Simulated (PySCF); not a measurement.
# CH2FNOSi (SMILES O=C=N[SiH2]F) at r2SCAN/pcseg-2

What is the vertical ionisation energy of CH2FNOSi at r2SCAN/pcseg-2? The job is set up through a Python script.

The calculation is run with PySCF 2.14.0.

## (1) The structure to begin with

The species is CH2FNOSi (7 atoms), meant as a singlet with charge 0. SMILES: `O=C=N[SiH2]F`. The coordinates come from a PBE0-D4/def2-TZVP relaxation. This is one conformer, not always the lowest.

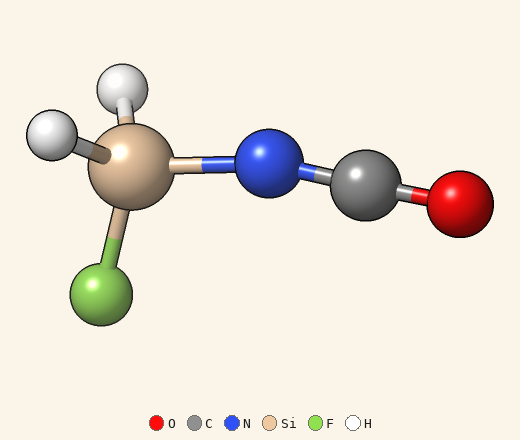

The structure, seen from a chosen angle (oxygen red, carbon grey, nitrogen blue, silicon light orange, fluorine green, hydrogen white).

## (2) A single-point energy at r2SCAN/pcseg-2

job.py

```python
# O=C=N[SiH2]F
from pyscf import gto, dft

mol = gto.M(
    atom='''
O     -0.573800    -2.908000    -0.552000
C     -0.306900    -1.816900    -0.256100
N     -0.019000    -0.706200     0.076100
Si     0.212100     0.968300     0.188900
F     -0.420200     1.671000    -1.091000
H     -0.490300     1.470300     1.384800
H      1.659300     1.253600     0.203700
''',
    basis='pcseg-2',
    charge=0,
    max_memory=1860,
    verbose=3,
    spin=0,
)

myscf = dft.RKS(mol)
myscf.xc = 'r2scan'
myscf.grids.level = 4
myscf.conv_tol = 1e-10
myscf.kernel()
if not myscf.converged:
    myscf = myscf.newton().run(myscf.mo_coeff, myscf.mo_occ)

energy = myscf.e_tot
print(f'total energy: {energy:.8f} hartree')
```

Started as:

```
$ OMP_NUM_THREADS=1 python job.py
```

Output:

```text
converged SCF energy = -558.704602043259
total energy: -558.70460204 hartree
```

Wall time 84 s (1 thread of Arm Neoverse V2, shared host); peak memory 1.7 GiB.

## (3) The doublet cation at the same level

job.py

```python
from pyscf import gto, dft

system = gto.M(
    atom='''
O     -0.573800    -2.908000    -0.552000
C     -0.306900    -1.816900    -0.256100
N     -0.019000    -0.706200     0.076100
Si     0.212100     0.968300     0.188900
F     -0.420200     1.671000    -1.091000
H     -0.490300     1.470300     1.384800
H      1.659300     1.253600     0.203700
''',
    basis='pcseg-2',
    verbose=3,
    spin=1,
    charge=1,
    max_memory=1860,
)

ks = dft.UKS(system, xc='r2scan')
ks.conv_tol = 1e-10
ks.grids.level = 4
ks.kernel()
if not ks.converged:
    ks = ks.newton().run(ks.mo_coeff, ks.mo_occ)

e_final = ks.e_tot
print('E(%s) = %.9f' % ('R2SCAN', e_final))
```

Started as:

```
$ OMP_NUM_THREADS=1 python job.py
```

Output:

```text
WARN: HOMO -0.337554022103802 >= LUMO -0.337554022103809

converged SCF energy = -558.301905080857  <S^2> = 0.76328465  2S+1 = 2.0132408
E(R2SCAN) = -558.301905081
```

It took 3.7 min on 1 thread of Arm Neoverse V2, shared host; peak memory 1.7 GiB.

## (4) Outcome

At r2SCAN/pcseg-2:

```
                                          quantity          value
                    singlet CH2FNOSi: total energy  -558.70460 Eh
                   singlet CH2FNOSi: dipole moment         1.73 D
                     singlet CH2FNOSi: HOMO energy       -7.92 eV
                     singlet CH2FNOSi: LUMO energy       -0.88 eV
                   singlet CH2FNOSi: HOMO–LUMO gap        7.04 eV
                      doublet cation: total energy  -558.30191 Eh
doublet cation: HOMO energy (highest over α and β)      -15.06 eV
 doublet cation: LUMO energy (lowest over α and β)      -13.94 eV
                              doublet cation: ⟨S²⟩          0.763
vertical ionisation energy (to the doublet cation)      10.958 eV
```

The vertical ionisation energy comes to 10.96 eV (253 kcal/mol). −ε(HOMO) before ionisation, 7.92 eV, is 3.04 eV below this ionisation energy. Mulliken charges (singlet CH2FNOSi) run from -0.64 on N3 to +1.07 on Si4.
